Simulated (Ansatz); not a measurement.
The starting structures come from a database of crystals and need not be the phases stable at ambient conditions.

 Where the default PAW files enter, the runs use the earlier of Ansatz's two default sets.

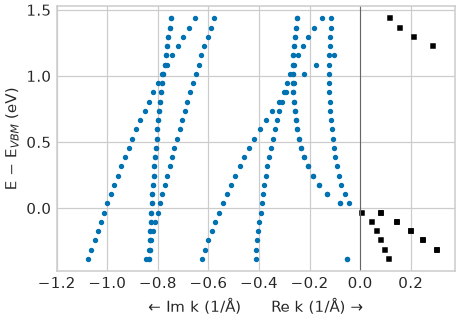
Fig. 1. Complex bands at the centre of the two-dimensional zone; r2SCAN (Ansatz, a program for electronic structure)

No gap correction and no spin-orbit coupling; mid-gap values are interpolated between computed energies.

**Question.** This is Ca4Bi2O (I4/mmm, not sure to be the ambient phase, 7 atoms a cell, 26.7 Å³ an atom) along the normal of (001). Read off the slowest decay at the centre of the two-dimensional zone at 0.59 eV, the computed energy nearest the middle of the gap.

**Answer.** κ ≈ 0.11 1/Å, a decay length 1/(2κ) of the density of 4.4 Å.
